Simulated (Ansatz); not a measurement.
**AlGaH (quartet): correlated methods under varied settings at scale of all distances = 2.364**

What do other methods and options give for AlGaH (quartet) at this geometry, and how long do they take?

Computed with Ansatz 0.2.0, Gaussian basis. Level: the settings change from run to run.

12 further runs of the same task are left out: 9 that didn't finish, 3 set aside as unsound or not needed.

## 1. The system

The geometry derives from a PBE0/def2-TZVP stationary point (not a proven minimum). All distances are scaled together. No spin-orbit coupling is included. The filled d shell of Ga may be among the frozen orbitals whatever the setting's name suggests; the logs give the count.

3 atoms, charge 0, spin multiplicity 4.

Atoms are counted from 1 here; the program's logs count them from 0.

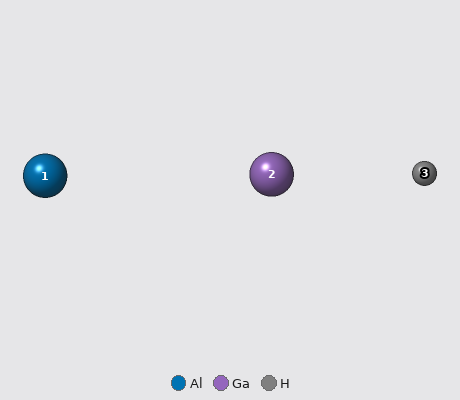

The structure; aluminium blue, gallium purple, hydrogen grey; atoms are numbered from 1 in the order of the file.

## 2. MRCISD+Q(7,5)/cc-pVDZ

The input, in.yaml:

```yaml
crystal:
  periodic: [false, false, false]
  atoms:
    - {symbol: Al, position_ang: [0.000000, 0.000000, 4.866294]}
    - {symbol: Ga, position_ang: [0.000000, 0.000000, -0.590764]}
    - {symbol: H, position_ang: [0.000000, 0.000000, -4.275530]}
basis:
  gaussian: {orbitals: cc-pVDZ}
magnetization: {spin_polarized: false, initial_magnetization: 3}
correlation: {method: fic_mrcisd_q, electrons: outside_noble_gas, active_space: {window: {electrons: 7, orbitals: 5}}}
```

On the command line:

```console
ansatz run in.yaml --threads 1 --pin off --events-out ev --progress --plain --max-ram 2393MiB
```

Log, cut to the lines that bear on the results:

```text
Functional definition: HF
  name "HF"
  cite "Fock, Z. Phys. 61, 126 (1930) doi:10.1007/BF01340294"
  parent pbe
[...]
550 factors; integrals over basis functions are off by at most 3.3e-4 eV
[...]
mean field -58927.88722339 eV, -2165.5599127029 hartree, gradient 4.3e-6 eV, S^2 3.750000; 18 other end points of the search recorded, 0 dependent functions left out
reference -58927.88722339 eV, -2165.5599127029 hartree; 24, 21 occupied and 26, 29 virtual orbitals, 550 factors
state -58927.88723476 eV, -2165.5599131210 hartree
contracted CI cycle   1: correlation 0.00000000 eV, 0.0000000000 hartree, residual 7.69e0 eV
contracted CI cycle   2: correlation -2.34676878 eV, -0.0862421620 hartree, residual 1.62e0 eV
contracted CI cycle   3: correlation -2.47538234 eV, -0.0909686231 hartree, residual 4.93e-1 eV
contracted CI cycle   4: correlation -2.48556762 eV, -0.0913429253 hartree, residual 1.46e-1 eV
contracted CI cycle   5: correlation -2.48636237 eV, -0.0913721316 hartree, residual 4.63e-2 eV
contracted CI cycle   6: correlation -2.48644587 eV, -0.0913752003 hartree, residual 1.41e-2 eV
contracted CI cycle   7: correlation -2.48646110 eV, -0.0913757601 hartree, residual 1.06e-2 eV
contracted CI cycle   8: correlation -2.48646932 eV, -0.0913760622 hartree, residual 8.25e-3 eV
contracted CI cycle   9: correlation -2.48647202 eV, -0.0913761615 hartree, residual 3.59e-3 eV
contracted CI cycle  10: correlation -2.48647244 eV, -0.0913761766 hartree, residual 1.40e-3 eV
contracted CI cycle  11: correlation -2.48647251 eV, -0.0913761792 hartree, residual 5.08e-4 eV
state -58927.88723476 eV, -2165.5599131210 hartree; corrected -58930.66694768 eV, -2165.6620656866 hartree
Total energy: -58930.66694768 eV, -2165.6620656866 hartree
```

It took 7.5 s on 1 thread of Arm Neoverse V2, shared host.

From the report: 6 determinants; active occupations 2.00, 2.00, 1.00, 1.00, 1.00.

## 3. CCSD(T)/6-31G*

The input, in.yaml:

```yaml
crystal:
  periodic: [false, false, false]
  atoms:
    - {symbol: Al, position_ang: [0.000000, 0.000000, 4.866294]}
    - {symbol: Ga, position_ang: [0.000000, 0.000000, -0.590764]}
    - {symbol: H, position_ang: [0.000000, 0.000000, -4.275530]}
basis:
  gaussian: {orbitals: "6-31G*"}
magnetization: {spin_polarized: false, initial_magnetization: 3}
hamiltonian: {xc: {name: PBE0}}
correlation: {method: ccsd_t, electrons: outside_noble_gas}
```

The command is unchanged.

Log, cut to the lines that bear on the results:

```text
Functional definition: PBE0
  name "PBE0"
  cite "Adamo & Barone, J. Chem. Phys. 110, 6158 (1999) doi:10.1063/1.478522"
  cite "Perdew, Burke & Ernzerhof, Phys. Rev. Lett. 77, 3865 (1996) doi:10.1103/PhysRevLett.77.3865"
  parent pbe
[...]
509 factors; integrals over basis functions are off by at most 3.4e-4 eV
[...]
mean field -58967.49058456 eV, -2167.0153093817 hartree, gradient 7.5e-6 eV, S^2 3.750000; 9 other end points of the search recorded, 0 dependent functions left out
[...]
19 core orbitals not correlated: weight in the atoms' cores, before any rotation towards them, 1.000 or more for the frozen orbitals, at most 0.000 for the correlated occupied ones
reference -58920.36676405 eV, -2165.2835409197 hartree; 5, 2 occupied and 32, 35 virtual orbitals, 509 factors
second order -1.67324795 eV of doubles, -0.16259564 eV of singles
cycle   1  -2.33004633 eV  change   -5.0e-1 eV  update   7.7e-2
[...]
cycle  15  -2.59901822 eV  change    2.3e-6 eV  update   3.5e-6
perturbative correction -0.03434258 eV, -0.0012620665 hartree
Total energy: -58923.00012485 eV, -2165.3803151442 hartree
```

It took 14 s on 1 thread of Arm Neoverse V2, shared host.

From the report: correlation -2.6334 eV; T1 0.032; largest double amplitude 0.10. The orbitals are Kohn-Sham ones, so correlation energy and T1 don't compare with those on Hartree-Fock orbitals.

## 4. NEVPT2(3,8)/6-31G*

Changes to in.yaml since step 3:

```diff
@@ -9,3 +9,3 @@
 magnetization: {spin_polarized: false, initial_magnetization: 3}
-hamiltonian: {xc: {name: PBE0}}
-correlation: {method: ccsd_t, electrons: outside_noble_gas}
+correlation: {method: sc_nevpt2, electrons: outside_noble_gas, active_space: {window: {electrons: 3, orbitals: 8}}}
+output: {forces: true}
```

The command is unchanged.

Log, cut to the lines that bear on the results:

```text
Functional definition: HF
  name "HF"
  cite "Fock, Z. Phys. 61, 126 (1930) doi:10.1007/BF01340294"
  parent pbe
[...]
509 factors; integrals over basis functions are off by at most 3.4e-4 eV
[...]
mean field -58920.73291841 eV, -2165.2969968443 hartree, gradient 8.6e-6 eV, S^2 3.750000; 19 other end points of the search recorded, 0 dependent functions left out
reference -58920.73291841 eV, -2165.2969968443 hartree; 24, 21 occupied and 32, 35 virtual orbitals, 509 factors
state -58920.74553654 eV, -2165.2974605522 hartree
state -58920.74553654 eV, -2165.2974605522 hartree; corrected -58922.47415674 eV, -2165.3609861728 hartree
WARN: 3 active orbitals are nearly empty or full. The corrections depend on them more than the energy does, and are more stable in an active space without them
[...]
WARN: the results are in doubt because close orbitals or states may skew the forces
Total energy: -58922.47415674 eV, -2165.3609861728 hartree
Atom 0 at     0.000000     0.000000     4.866294 Å, force     0.000173    -0.000000    -0.047187 eV/Å
Atom 1 at     0.000000     0.000000    -0.590764 Å, force    -0.000430     0.000001     0.047905 eV/Å
Atom 2 at     0.000000     0.000000    -4.275530 Å, force     0.000256    -0.000001    -0.000719 eV/Å
Dipole moment:     0.009920    -0.000027     0.023738 e Å
In doubt: close orbitals or states may skew the forces
```

It took 62 s on 1 thread of Arm Neoverse V2, shared host.

From the report: 56 determinants; active occupations 1.00, 0.93, 0.93, 0.07, 0.07, 0.00, 0.00, 0.00. Mind the lines of doubt at the end of the log.

## 5. NEVPT4(SD)(7,7)/STO-3G

The input, in.yaml:

```yaml
crystal:
  periodic: [false, false, false]
  atoms:
    - {symbol: Al, position_ang: [0.000000, 0.000000, 4.866294]}
    - {symbol: Ga, position_ang: [0.000000, 0.000000, -0.590764]}
    - {symbol: H, position_ang: [0.000000, 0.000000, -4.275530]}
basis:
  gaussian: {orbitals: STO-3G}
magnetization: {spin_polarized: false, initial_magnetization: 3}
correlation: {method: fic_nevpt4_sd, electrons: valence, active_space: {window: {electrons: 7, orbitals: 7}, states: [{multiplicity: 4, weights: [1, 1, 0.5]}], root: 1}}
scf: {lower_state_search: full}
```

Same command.

Log, cut to the lines that bear on the results:

```text
Functional definition: HF
  name "HF"
  cite "Fock, Z. Phys. 61, 126 (1930) doi:10.1007/BF01340294"
  parent pbe
[...]
328 factors; integrals over basis functions are off by at most 3.6e-8 eV
[...]
mean field -58238.89216093 eV, -2140.2398111752 hartree, gradient 7.9e-7 eV, S^2 3.750000; 48 other end points of the search recorded, 0 dependent functions left out
reference -58238.89216093 eV, -2140.2398111752 hartree; 24, 21 occupied and 4, 7 virtual orbitals, 328 factors
state -58241.52027510 eV, -2140.3363925894 hartree
state -58241.15172258 eV, -2140.3228485341 hartree
state -58240.07766616 eV, -2140.2833776890 hartree
state -58241.52027510 eV, -2140.3363925894 hartree; corrected -58242.04940926 eV, -2140.3558379114 hartree
state -58241.15172258 eV, -2140.3228485341 hartree; corrected -58241.68291723 eV, -2140.3423695776 hartree
state -58240.07766616 eV, -2140.2833776890 hartree; corrected -58240.95262224 eV, -2140.3155317318 hartree
[...]
state -58241.51939960 eV, -2140.3363604155 hartree
state -58241.15123330 eV, -2140.3228305537 hartree
state -58240.06865784 eV, -2140.2830466394 hartree
state -58241.51939960 eV, -2140.3363604155 hartree; corrected -58242.05419887 eV, -2140.3560139261 hartree
state -58241.15123330 eV, -2140.3228305537 hartree; corrected -58241.68696406 eV, -2140.3425182959 hartree
state -58240.06865784 eV, -2140.2830466394 hartree; corrected -58240.94469719 eV, -2140.3152404916 hartree
state -58241.14150568 eV, -2140.3224730700 hartree; corrected -58242.09694530 eV, -2140.3575848287 hartree
state -58240.77229779 eV, -2140.3089049304 hartree; corrected -58241.72911563 eV, -2140.3440673373 hartree
state -58240.43301610 eV, -2140.2964365582 hartree; corrected -58241.09867637 eV, -2140.3208991222 hartree
WARN: the results are in doubt because another end's mean lies 0.232 eV lower, and its corrected mean 0.067 eV higher
Total energy: -58241.72911563 eV, -2140.3440673373 hartree
In doubt: another end's mean lies 0.232 eV lower, and its corrected mean 0.067 eV higher
```

Run time: 1.9 min. Hardware: 1 thread of Arm Neoverse V2, shared host.

From the report: 221 determinants; active occupations (of the averaged states) 1.99, 1.02, 1.00, 1.00, 1.00, 0.79, 0.20. Mind the lines of doubt at the end of the log.

## 6. The runs in one table

 † marks a result that the program doubts.

```csv
level,correlated,functions,energy (eV),time
"MRCISD+Q(7,5)/cc-pVDZ",outside noble gas,50,-58930.6669,7.5 s
CCSD(T)/6-31G* (on PBE0 orbitals),outside noble gas,56,-58923.0001,14 s
"NEVPT2(3,8)/6-31G* †",outside noble gas,56,-58922.4742,62 s
"NEVPT4(SD)(7,7)/STO-3G (excited root 1 of an average) †",valence,28,-58241.7291,1.9 min
```

## 7. Outcome

| quantity | value |
| --- | --- |
| runs | 4 |
| quickest | MRCISD+Q(7,5)/cc-pVDZ, 7.5 s |
| slowest | NEVPT4(SD)(7,7)/STO-3G (excited root 1 of an average) †, 1.9 min |

Total energies in different bases, with other cores or another treatment of relativity can't be set against each other. NEVPT4(SD)(7,7)/STO-3G (excited root 1 of an average) † took 15 times as long as MRCISD+Q(7,5)/cc-pVDZ; the jobs differ in more than the method.
